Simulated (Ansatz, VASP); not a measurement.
# Cross-check of CdTe between VASP and Ansatz

One calculation is typed for both programs; each brings its own data sets and cutoff. How far apart do they land? The cell comes out of the VASP series on this material, whose earlier steps may have relaxed, scaled or displaced it; both programs get it as it stands.

Calculated with Ansatz 0.2.0; plane waves, with VASP 6.6.1 beside it; single point at LDA and band structure at LDA.

**1. The starting structure**

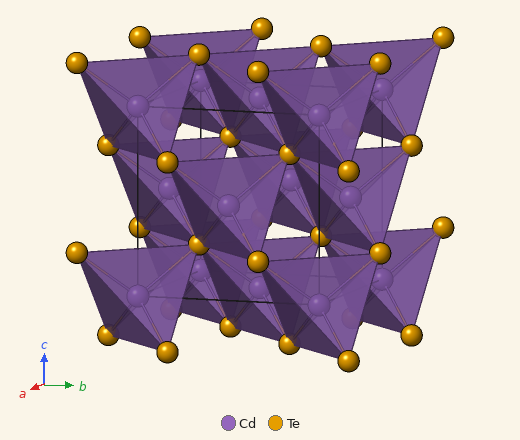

Start, viewed slightly off an axis; cadmium purple, tellurium orange. This picture shows the conventional cell, with its axes. Some periodic images of atoms are drawn too.

As a file:

```cif
data_structure
_symmetry_space_group_name_H-M 'F-43m'
_symmetry_Int_Tables_number 216
_cell_length_a 6.4100
_cell_length_b 6.4100
_cell_length_c 6.4100
_cell_angle_alpha 90.000
_cell_angle_beta 90.000
_cell_angle_gamma 90.000
_cell_volume 263.37
loop_
_atom_site_label
_atom_site_type_symbol
_atom_site_symmetry_multiplicity
_atom_site_Wyckoff_symbol
_atom_site_fract_x
_atom_site_fract_y
_atom_site_fract_z
_atom_site_occupancy
Cd1 Cd 4 a 0.00000 0.00000 0.00000 1
Te1 Te 4 d 0.25000 0.25000 0.75000 1
```

**2. Ansatz: single point, LDA**

Ansatz runs on its default PAW (the set named soft_2) files.

With cell and atoms fixed, the geometry can't cause a difference; cores, projectors, grids and the points listed under the comparison can.

The input, input.yaml:

```yaml
crystal:
  lattice:
    - [0.0, 3.205, 3.205]
    - [3.205, 0.0, 3.205]
    - [3.205, 3.205, 0.0]
  atoms:
    - { symbol: Cd, position: [0.0, 0.0, 0.0] }
    - { symbol: Te, position: [0.25, 0.25, 0.25] }
hamiltonian:
  xc: lda
  pseudopotentials: { kind: paw }
kpoints:
  mp_grid: { grid: [5, 5, 5] }
scf:
  occupations: { method: gaussian, width: 0.05 }
  n_extra_bands: 4
output:
  forces: true
  stress: true
  eigenvalues: true
```

On the command line:

```console
$ ansatz run input.yaml --threads 2 --pin off --max-ram 4608MiB --backend cpu --events-out ev --progress --plain --runs-dir out
```

Numbers of over 12 decimals in the logs are rounded to 6 here.

The log of the run:

```text
scf.n_extra_bands = 4 over 18 filled bands (N_el = 36.0): the run solves 22 bands
Engine: ansatz 0.2.0, aarch64-unknown-linux-gnu
Pseudopotentials: kind: paw
Pseudopotential: Cd, paw, valence charge 20, recommended cutoff 420 eV (normal), Cd.paw.azcp
Pseudopotential: Te, paw, valence charge 16, recommended cutoff 420 eV (normal), Te.paw.azcp
Functional definition: SPW92
  exchange = slater_x
  correlation = pw_c
Crystal: 2 atoms, lattice volume = 65.844 Å³
Basis set: ecut = 420 eV, 1243 PW (Γ)
Bands: 22, of which v1, the nominal top of the filled ones, is band 18 counted from 1 (17 counted from 0)
Symmetry: 24 space group operations
Space group: F-43m (ITA 216), of the structure as read, at distance tolerance 4.0e-5 Å
k-points: 10 of 125 (time reversal used)
Non-local potential: Cd, projectors of the file, l = 0: 3, l = 1: 2, l = 2: 2, l = 3: 1
Non-local potential: Te, projectors of the file, l = 0: 2, l = 1: 2, l = 2: 2, l = 3: 2
PAW form: soft (Blöchl's): semilocal exchange-correlation on the pseudo side does not see the compensation charge
PAW frozen core: Cd, regenerated for the run's functional, and the local potential with it (the file was generated under x = pbe(κ = 0.804, μ = 0.219515), c = pbe(β = 0.066725))
PAW frozen core: Te, regenerated for the run's functional, and the local potential with it (the file was generated under x = pbe(κ = 0.804, μ = 0.219515), c = pbe(β = 0.066725))
PAW one-centre angular grid: Cd, 590 points (default); XC on 64 Gauss nodes
PAW one-centre angular grid: Te, 590 points (default); XC on 64 Gauss nodes
Initial density: superposition of atomic densities (neutral atoms: chi_scale 0, normalization atom), corrected by the library's trained network
Initial wavefunctions: pseudopotential atomic-orbital guess
Functional: x = slater, c = lda
SCF iter   1: F=—  HF=-14945.795869 eV  |F-HF|=—  |Δ(HF+E_count)|=         —  Δρ=6.38e-3  dr2=1.87e-2  ethr=1.77e-3  ⟨swp⟩=6.1  Hψ=1046  notcnv=0
preconditioner: auto → none  [insulator: Δε(μ)=0.571 eV  Ē_g=11.390 eV  σ=0.050 eV  W_gap=1.00  n_scr=14 (ndim 8)  ℏωp=19.4 eV  f_vac=0.179  D(μ)=0.00/eV (n_scr^D=0)  ε∞_Penn≈3.9]
SCF iter   2: F=—  HF=-14945.789448 eV  |F-HF|=—  |Δ(HF+E_count)|=   6.42e-3  Δρ=2.09e-3  dr2=1.27e-3  ethr=5.21e-5  ⟨swp⟩=3.0  Hψ=520  notcnv=0
SCF iter   3: F=—  HF=-14945.789317 eV  |F-HF|=—  |Δ(HF+E_count)|=   1.31e-4  Δρ=1.01e-3  dr2=2.98e-4  ethr=3.53e-6  ⟨swp⟩=2.1  Hψ=300  notcnv=0
SCF iter   4: F=—  HF=-14945.789307 eV  |F-HF|=—  |Δ(HF+E_count)|=   9.58e-6  Δρ=2.82e-4  dr2=4.42e-5  ethr=8.28e-7  ⟨swp⟩=2.0  Hψ=300  notcnv=0
SCF iter   5: F=—  HF=-14945.789294 eV  |F-HF|=—  |Δ(HF+E_count)|=   1.29e-5  Δρ=1.97e-5  dr2=2.67e-7  ethr=1.23e-7  ⟨swp⟩=2.0  Hψ=304  notcnv=0
SCF iter   6: F=-14945.789294 eV  HF=-14945.789294 eV  |F-HF|=1.70e-8  |Δ(HF+E_count)|=   8.03e-8  Δρ=7.09e-6  dr2=2.15e-8  ethr=2.78e-10  ⟨swp⟩=6.5  Hψ=997  notcnv=0
SCF 1 converged in 6 iterations: F = -14945.789294 eV  dr2 = 2.15e-8
  greatest PAW one-centre occupation: 1.000 electrons in one spin orbital (limit 2), on the Cd atom at site 0 (counted from 0), in its partial waves of l = 0
SCF converged after 6 iterations
Free energy (F): -14945.789294 eV
Harris-Foulkes:  -14945.789294 eV  (|F-HF|=1.70e-8)
Internal energy: -14945.789294 eV  (E = F + TS)
E sigma→0 (E₀):  -14945.789294 eV
Fermi energy:    7.932223 eV
--- Per-component energies (eV) ---
  E_band       = -785.884013
  E_kinetic    = 687.631635
  E_local      = -5359.275957  (includes V_loc(G=0)·N_el)
  E_nonlocal   = -263.868887
  E_hartree    = 2700.298896
  E_xc         = -299.545270
  E_vxc        = -326.525945  (∫ρ·V_xc dr)
  E_paw        = -8457.729417  (= ΣΔE_a)
  E_vpaw       = -924.447778  (= ΣTr[D̂ρ^β])
  E_aug_tail   = -0.000224  (compensation charges beyond the density's cutoff)
  E_ewald      = -3954.745301
  E_core_change = 1.445230  (= ΣΔE_core)
  E_smearing   = -0.000000  (= −TS)
  E_closure    = -0.000000  (closes the sum)
  Σ components = -14945.789294   (vs F -14945.789294, Δ=0.00e0)
--- Forces (eV/Å), atoms counted from 1 ---
  atom   1  Cd     0.00000000    -0.00000000     0.00000000
  atom   2  Te    -0.00000000     0.00000000     0.00000000
  max |Σ_I F_I| component: 1.43e-16 eV/Å
--- Stress (GPa, compression-positive) ---
        0.043150       0.000000      -0.000000
       -0.000000       0.043150       0.000000
       -0.000000       0.000000       0.043150
  P = ⅓ Tr σ = 0.0432 GPa (0.432 kbar)
--- Band table (eV; the first three rows and the last of 10) ---
  k-point 0: bands = [... 14 lower, -0.4817, 7.6279, 7.6279, 7.6279, 8.2321, 12.1336, 12.1336, 12.1336]
  k-point 1: bands = [... 14 lower, -0.4832, 5.3494, 7.2945, 7.2945, 9.4593, 12.4487, 12.5902, 12.5902]
  k-point 2: bands = [... 14 lower, -0.2395, 3.2911, 6.8593, 6.8593, 9.3424, 12.7686, 12.7686, 14.3155]
  k-point 9: bands = [... 14 lower, 0.0209, 3.3149, 5.1002, 5.7665, 11.4980, 11.8546, 12.8665, 15.1962]
```

The job ended after 1.7 s (2 threads of Arm Neoverse N1, shared host; peak memory 0.29 GiB; 2.8 s of CPU time).

In the SCF lines HF is the Harris–Foulkes energy and dr2 the Hartree energy of the density residual, in eV; the loop may stop once dr2 is under the threshold and the program's other checks hold. Hψ counts applications of the Hamiltonian.

The run ends at a pressure of 0.04 GPa.

**3. VASP: single point, LDA**

The same cell, functional (in two slightly different forms), mesh and smearing now go to VASP, with its own data sets and cutoff.

Lines of VASP's logs that name or quote its potential files are left out, and so is its time.

The input, INCAR:

```
SYSTEM = CdTe
PREC = Accurate
ENCUT = 400
EDIFF = 1E-06
NELM = 100
ISMEAR = 0
SIGMA = 0.05
LREAL = .FALSE.
ALGO = Normal
GGA = CA
NBANDS = 15
LORBIT = 11
LWAVE = .FALSE.
LCHARG = .TRUE.
ISIF = 2
LELF = .TRUE.
LVHAR = .TRUE.
```

The input, POSCAR:

```
CdTe
1.0
    0.0000000000      3.2050000000      3.2050000000
    3.2050000000      0.0000000000      3.2050000000
    3.2050000000      3.2050000000      0.0000000000
Cd Te
1 1
Direct
    0.0000000000      0.0000000000      0.0000000000
    0.2500000000      0.2500000000      0.2500000000
```

The input, KPOINTS:

```
Automatic mesh
0
Gamma
5 5 5
0 0 0
```

Potentials, in the order of the species: Cd and Te (LDA family, release 64).

On the command line:

```console
$ mpirun -np 2 vasp_std
```

The log of the run:

```text
[banner, memory and clock lines left out]
running    2 mpi-ranks, on    1 nodes
 distrk:  each k-point on    2 cores,    1 groups
 distr:  one band on    1 cores,    2 groups

 POSCAR found type information on POSCAR CdTe
 POSCAR found :  2 types and       2 ions
 LDA part: xc-table for (Slater(with rela. corr.)+CA(PZ))
 , standard interpolation
|                                                                             |
|           W    W    AA    RRRRR   N    N  II  N    N   GGGG   !!!           |
|           W    W   A  A   R    R  NN   N  II  NN   N  G    G  !!!           |
|           W    W  A    A  R    R  N N  N  II  N N  N  G       !!!           |
|           W WW W  AAAAAA  RRRRR   N  N N  II  N  N N  G  GGG   !            |
|           WW  WW  A    A  R   R   N   NN  II  N   NN  G    G                |
|           W    W  A    A  R    R  N    N  II  N    N   GGGG   !!!           |
|                                                                             |
|     The number of bands has been changed from the values supplied in        |
|     The orbitals not found in the WAVECAR file will be initialized with     |
|     random numbers, which is usually adequate. For correlated               |
|     calculations, however, you should redo the groundstate calculation.     |
|     I found NBANDS = 15. Now, NBANDS = 16.                                  |
|                                                                             |

 POSCAR, INCAR and KPOINTS ok, starting setup
 FFT: planning ... GRIDC
 FFT: planning ... GRID_SOFT
 FFT: planning ... GRID
 WAVECAR not read
 entering main loop
       N       E                     dE             d eps       ncg     rms          rms(c)
DAV:   1     0.819456243082E+02    0.81946E+02   -0.71993E+03   336   0.785E+02
DAV:   2    -0.340618737716E+01   -0.85352E+02   -0.82303E+02   400   0.214E+02
DAV:   3    -0.624733577695E+01   -0.28411E+01   -0.28381E+01   384   0.410E+01
DAV:   4    -0.627627438772E+01   -0.28939E-01   -0.28937E-01   480   0.349E+00
DAV:   5    -0.627633676102E+01   -0.62373E-04   -0.62373E-04   400   0.152E-01    0.605E+00
DAV:   6    -0.605302396816E+01    0.22331E+00   -0.37102E-01   400   0.779E+00    0.484E+00
DAV:   7    -0.602961827322E+01    0.23406E-01   -0.95484E-02   376   0.209E+00    0.177E+00
DAV:   8    -0.602769497835E+01    0.19233E-02   -0.10843E-02   352   0.123E+00    0.432E-01
DAV:   9    -0.602743462272E+01    0.26036E-03   -0.80213E-04   416   0.318E-01    0.117E-01
DAV:  10    -0.602742494263E+01    0.96801E-05   -0.90967E-05   360   0.839E-02    0.524E-02
DAV:  11    -0.602742823565E+01   -0.32930E-05   -0.22111E-05   392   0.444E-02    0.282E-02
DAV:  12    -0.602742746044E+01    0.77522E-06   -0.17528E-06   344   0.133E-02
   1 F= -.60274275E+01 E0= -.60274275E+01  d E =-.609030E-15
```

From OUTCAR (step 3):

```text
ion  position               nearest neighbor table
   1  0.000  0.000  0.000-   2 2.78   2 2.78   2 2.78   2 2.78
   2  0.250  0.250  0.250-   1 2.78   1 2.78   1 2.78   1 2.78

  LATTYP: Found a face centered cubic cell.
 ALAT       =     6.4100000000

 Subroutine GETGRP returns: Found 24 space group operations
 (whereof 24 operations were pure point group operations)

The static configuration has the point symmetry T_d .

 Found     10 irreducible k-points:

   k-points           NKPTS =     10   k-points in BZ     NKDIM =     10   number of bands    NBANDS=     16

   dimension x,y,z NGX =    30 NGY =   30 NGZ =   30
   dimension x,y,z NGXF=    60 NGYF=   60 NGZF=   60

   ENCUT  =  400.0 eV  29.40 Ry    5.42 a.u.   7.39  7.39  7.39*2*pi/ulx,y,z

   NELECT =      18.0000    total number of electrons

 k-points in reciprocal lattice and weights: Automatic mesh
   0.00000000  0.00000000  0.00000000       0.008
   0.20000000  0.00000000  0.00000000       0.064
   0.40000000  0.00000000  0.00000000       0.064
   0.20000000  0.20000000  0.00000000       0.048
   0.40000000  0.20000000  0.00000000       0.192
  -0.40000000  0.20000000  0.00000000       0.192
  -0.20000000  0.20000000  0.00000000       0.096
   0.40000000  0.40000000  0.00000000       0.048
  -0.40000000  0.40000000  0.00000000       0.096
  -0.40000000  0.40000000  0.20000000       0.192

 average (electrostatic) potential at core
       1 -39.6381       2 -92.0471

 E-fermi :   2.7405

 k-point     1 :       0.0000    0.0000    0.0000
  band No.  band energies     occupation
    ...
      5      -5.6564      2.00000
      6      -5.6564      2.00000
      7       2.4772      2.00000
      8       2.4772      2.00000
      9       2.4772      2.00000
     10       3.1224      0.00000
     11       6.9458      0.00000
     12       6.9458      0.00000
     13       6.9458      0.00000
     14       9.7309      0.00000
    ...

 k-point     2 :       0.2000    0.0000    0.0000
  band No.  band energies     occupation
    ...
      5      -5.6575      2.00000
      6      -5.6575      2.00000
      7       0.2015      2.00000
      8       2.1417      2.00000
      9       2.1417      2.00000
     10       4.3309      0.00000
     11       7.2952      0.00000
     12       7.4025      0.00000
     13       7.4025      0.00000
     14      10.7199      0.00000
    ...

 k-point     3 :       0.4000    0.0000    0.0000
  band No.  band energies     occupation
    ...
      5      -5.6491      2.00000
      6      -5.4072      2.00000
      7      -1.8659      2.00000
      8       1.7048      2.00000
      9       1.7048      2.00000
     10       4.2056      0.00000
     11       7.5761      0.00000
     12       7.5761      0.00000
     13       9.1811      0.00000
     14      10.5076      0.00000
    ...

  Total       -0.0029583     -0.0029583     -0.0029583      0.0000000     -0.0000000      0.0000000
  in kB       -0.0719856     -0.0719856     -0.0719856      0.0000000     -0.0000000      0.0000000
  external PRESSURE =      -0.0719856 kB  Pullay stress =       0.0000000 kB

  energy-cutoff  :      400.00
  volume of cell :       65.84
      direct lattice vectors                 reciprocal lattice vectors
     0.000000000  3.205000000  3.205000000    -0.156006240  0.156006240  0.156006240
     3.205000000  0.000000000  3.205000000     0.156006240 -0.156006240  0.156006240
     3.205000000  3.205000000  0.000000000     0.156006240  0.156006240 -0.156006240

 POSITION                                       TOTAL-FORCE (eV/Angst)
 -----------------------------------------------------------------------------------
      0.00000      0.00000      0.00000         0.000000      0.000000      0.000000
      1.60250      1.60250      1.60250        -0.000000     -0.000000     -0.000000
 -----------------------------------------------------------------------------------
    total drift:                                0.000001      0.000001      0.000000

  FREE ENERGIE OF THE ION-ELECTRON SYSTEM (eV)
  ---------------------------------------------------
  free  energy   TOTEN  =        -6.0274274604 eV

  energy  without entropy=       -6.0274274604  energy(sigma->0) =       -6.02742746

 total charge
# of ion       s       p       d       tot
------------------------------------------
    1        0.486   0.341   9.518  10.345
    2        1.354   2.070   0.025   3.449
--------------------------------------------------
tot          1.841   2.411   9.543  13.794

[... 3 further parts left out ...]
```

The run ends at a pressure of -0.01 GPa.

**4. Comparison**

Known differences besides the PAW data sets themselves: the two LDA forms differ slightly; the data sets hold 36 valence electrons in Ansatz (default PAW (the set named soft_2) files) and 18 in VASP; the cutoff is 420 eV in Ansatz and 400 eV in VASP; Ansatz makes its cores anew for this functional, VASP keeps those of its LDA data sets. Total energies have different zeros and are not compared.

Both answers:

```csv
quantity,Ansatz,VASP,difference
pressure (GPa),0.04,-0.01,+0.05
gap on the k mesh (eV),0.604,0.645,-0.041
```

Ansatz's pressure holds a Pulay correction of 0.03 GPa; VASP's holds none.

**5. Ansatz: band structure, LDA**

The same path points are solved in both programs, so levels can be compared one by one.

The cell comes out of the VASP series on this material, whose earlier steps may have relaxed, scaled or displaced it; both programs get it as it stands.

input.yaml, the sections that differ from step 2:

```yaml
kpoints:
  mp_grid: { grid: [5, 5, 5] }
  band_path:
    path:
      - [0.0, 0.0, 0.0]
      - [0.16667, 0.0, 0.16667]
      - [0.33333, 0.0, 0.33333]
      - [0.5, 0.0, 0.5]
      - [0.5, 0.08333, 0.58333]
      - [0.5, 0.18333, 0.68333]
      - [0.5, 0.25, 0.75]
      - [0.45, 0.3, 0.75]
      - [0.40833, 0.34167, 0.75]
      - [0.35, 0.35, 0.7]
      - [0.225, 0.225, 0.45]
      - [0.075, 0.075, 0.15]
      - [0.03333, 0.03333, 0.03333]
      - [0.23333, 0.23333, 0.23333]
      - [0.4, 0.4, 0.4]
      - [0.51667, 0.46667, 0.51667]
      - [0.55833, 0.38333, 0.55833]
      - [0.60833, 0.28333, 0.60833]
      - [0.60833, 0.25, 0.64167]
      - [0.55833, 0.25, 0.69167]
      - [0.51667, 0.25, 0.73333]
      - [0.5, 0.3, 0.7]
      - [0.5, 0.38333, 0.61667]
      - [0.5, 0.48333, 0.51667]
      - [0.475, 0.475, 0.55]
      - [0.425, 0.425, 0.65]
      - [0.38333, 0.38333, 0.73333]
      - [0.59167, 0.18333, 0.59167]
      - [0.55, 0.1, 0.55]
      - [0.5, 0.0, 0.5]
    npoints: 1
scf:
  occupations: { method: gaussian, width: 0.05 }
  n_extra_bands: 7
# crystal, hamiltonian, output: as in step 2
```

On the command line:

```console
$ ansatz run input.yaml --threads 2 --pin off --max-ram 4608MiB --backend cpu --events-out ev --progress --plain --runs-dir out
```

The log of the run:

```text
[...]
Crystal: 2 atoms, lattice volume = 65.844 Å³
Basis set: ecut = 420 eV, 1243 PW (Γ)
Bands: 25, of which v1, the nominal top of the filled ones, is band 18 counted from 1 (17 counted from 0)
Symmetry: 24 space group operations
[...]
k-points: 10 of 125 (time reversal used)
[...]
k-point 0: bands = [... 14 lower, -0.4817, 7.6279, 7.6279, 7.6279, 8.2321, 12.1336, 12.1336, 12.1336, ... 3 higher]
  k-point 1: bands = [... 14 lower, -0.4832, 5.3494, 7.2945, 7.2945, 9.4593, 12.4487, 12.5902, 12.5902, ... 3 higher]
  k-point 2: bands = [... 14 lower, -0.2396, 3.2911, 6.8593, 6.8593, 9.3424, 12.7686, 12.7686, 14.3155, ... 3 higher]
  k-point 9: bands = [... 14 lower, 0.0209, 3.3149, 5.1002, 5.7665, 11.4980, 11.8546, 12.8665, 15.1962, ... 3 higher]
[key lines of the parts left out:]
SCF converged after 6 iterations
Free energy (F): -14945.789294 eV
Fermi energy:    7.932220 eV
P = ⅓ Tr σ = 0.0432 GPa (0.432 kbar)
```

The job ended after 4.1 s (2 threads; peak memory 0.29 GiB; 7.4 s of CPU time).

(Part 1 of 2 ends here.)

[Lines on the potential files, build, host, timing and source positions are cut from VASP's logs without a mark.]

[Logs are printed without paths, hosts, clocks, repeated set-up lines and the standing remarks that a program may print on its own settings, such as how far it seeks lower states.]

[Hosts, paths, dates, database ids (printed as entryN), source tags and the programs' standing remarks are cut or masked in the printed files.]
